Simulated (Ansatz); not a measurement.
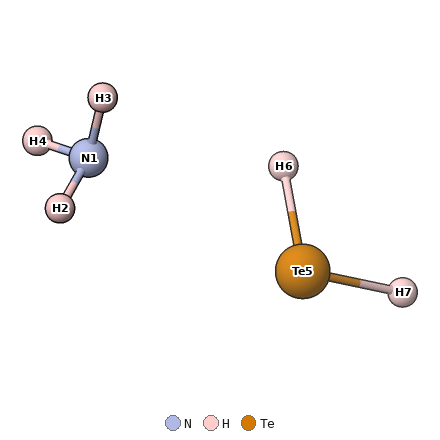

The system is the pair H₃N···H₂Te; the picture shows the reference structure. 
- The turn is about an axis along (−0.78, −0.62, −0.09) in the frame of the relaxed pair, normal to the line between the partners.
- First axis: distance N1···Te5. Second axis: turn of Te5, H6, H7 about N1.
- The scan uses a 15 × 15 grid.
- Points are written as (first, second).
- Energies: kJ/mol, counted from the lowest grid point.
- Level of theory: RHF/def2-TZVPD in Ansatz 0.2.0.

Its coordinates:

```xyz
7

N    -0.0939   -0.0975   -1.5278
H    -0.7345   -0.7911   -1.8568
H    -0.3802    0.7858   -1.8985
H     0.8087   -0.3116   -1.9009
Te   -0.3585   -0.2875    2.0006
H     0.8474    0.7386    1.5757
H    -0.0892   -0.0366    3.6078
```

Range: distance N1···Te5 from 2.976 to 5.576 Å; turn of Te5, H6, H7 about N1 from −120.0 to 120.0°.

Predict the map.

The lowest grid point is at (3.592 Å, 0.0°). It is the only kind of minimum in the scanned range. The highest grid point, (2.976 Å, 120.0°), lies 94.5 kJ/mol above the lowest. Round the minimum the two coordinates are nearly uncoupled.

| turn of Te5, H6, H7 about N1 ↓, distance N1···Te5 → | 2.976 | 3.041 | 3.147 | 3.277 | 3.427 | 3.592 | 3.770 | 3.962 | 4.164 | 4.377 | 4.600 | 4.831 | 5.072 | 5.320 | 5.576 |
| --- | --- | --- | --- | --- | --- | --- | --- | --- | --- | --- | --- | --- | --- | --- | --- |
| 120.0 | 94.5 | 80.0 | 61.5 | 45.2 | 32.6 | 23.7 | 17.9 | 14.1 | 11.7 | 10.3 | 9.4 | 8.8 | 8.4 | 8.2 | 8.0 |
| 102.9 | 89.2 | 75.6 | 58.1 | 42.8 | 31.0 | 22.7 | 17.2 | 13.6 | 11.4 | 10.1 | 9.3 | 8.7 | 8.4 | 8.1 | 7.9 |
| 85.7 | 64.8 | 54.9 | 42.3 | 31.3 | 22.9 | 17.1 | 13.3 | 11.0 | 9.6 | 8.8 | 8.3 | 8.0 | 7.8 | 7.7 | 7.6 |
| 68.6 | 40.0 | 33.7 | 25.8 | 19.0 | 14.0 | 10.8 | 8.8 | 7.7 | 7.2 | 7.0 | 6.9 | 7.0 | 7.0 | 7.1 | 7.1 |
| 51.4 | 23.6 | 19.5 | 14.4 | 10.3 | 7.5 | 5.8 | 5.1 | 4.9 | 5.1 | 5.3 | 5.6 | 5.9 | 6.2 | 6.4 | 6.6 |
| 34.3 | 14.3 | 11.3 | 7.7 | 5.0 | 3.3 | 2.6 | 2.5 | 2.9 | 3.4 | 4.0 | 4.6 | 5.0 | 5.5 | 5.8 | 6.1 |
| 17.1 | 9.7 | 7.2 | 4.2 | 2.1 | 0.9 | 0.6 | 0.9 | 1.6 | 2.4 | 3.1 | 3.9 | 4.5 | 5.0 | 5.4 | 5.8 |
| 0.0 | 8.3 | 5.9 | 3.1 | 1.2 | 0.2 | 0.0 | 0.4 | 1.1 | 2.0 | 2.8 | 3.6 | 4.3 | 4.8 | 5.3 | 5.6 |
| −17.1 | 9.7 | 7.1 | 4.2 | 2.1 | 0.9 | 0.6 | 0.9 | 1.6 | 2.3 | 3.1 | 3.8 | 4.5 | 5.0 | 5.4 | 5.8 |
| −34.3 | 13.9 | 10.9 | 7.4 | 4.8 | 3.1 | 2.5 | 2.4 | 2.8 | 3.4 | 4.0 | 4.5 | 5.0 | 5.4 | 5.8 | 6.1 |
| −51.4 | 21.4 | 17.6 | 13.0 | 9.3 | 6.8 | 5.4 | 4.8 | 4.7 | 4.9 | 5.2 | 5.5 | 5.9 | 6.1 | 6.3 | 6.5 |
| −68.6 | 33.4 | 28.1 | 21.4 | 15.9 | 11.9 | 9.3 | 7.8 | 7.1 | 6.8 | 6.7 | 6.7 | 6.8 | 6.9 | 7.0 | 7.0 |
| −85.7 | 50.0 | 42.4 | 32.7 | 24.4 | 18.2 | 13.9 | 11.3 | 9.6 | 8.7 | 8.2 | 7.9 | 7.7 | 7.6 | 7.5 | 7.5 |
| −102.9 | 67.3 | 57.1 | 44.2 | 32.9 | 24.2 | 18.2 | 14.3 | 11.8 | 10.2 | 9.3 | 8.7 | 8.3 | 8.1 | 7.9 | 7.8 |
| −120.0 | 75.9 | 64.4 | 49.7 | 36.9 | 27.0 | 20.0 | 15.5 | 12.6 | 10.8 | 9.7 | 9.0 | 8.5 | 8.2 | 8.0 | 7.9 |

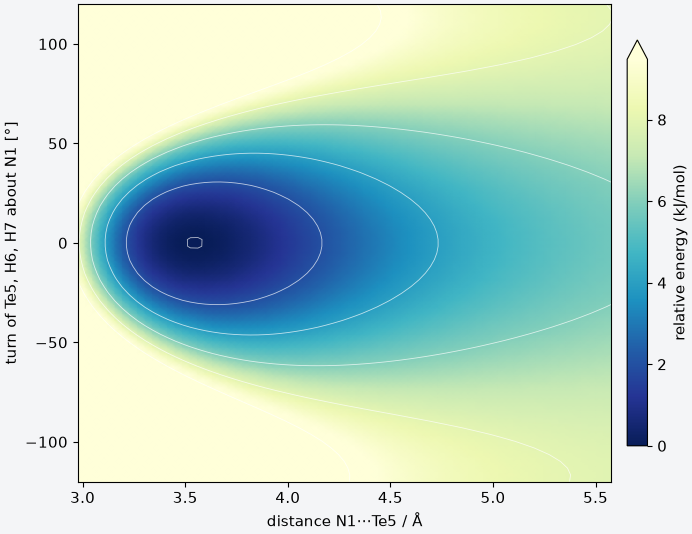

Drawn: a smooth colour map with a few white contour lines, one colour for all values above the top of the scale. Between grid points the surface is interpolated.

Time for the 225 points that were run: 8.3 min on 1 thread of Arm Neoverse V1, with other jobs on the host.
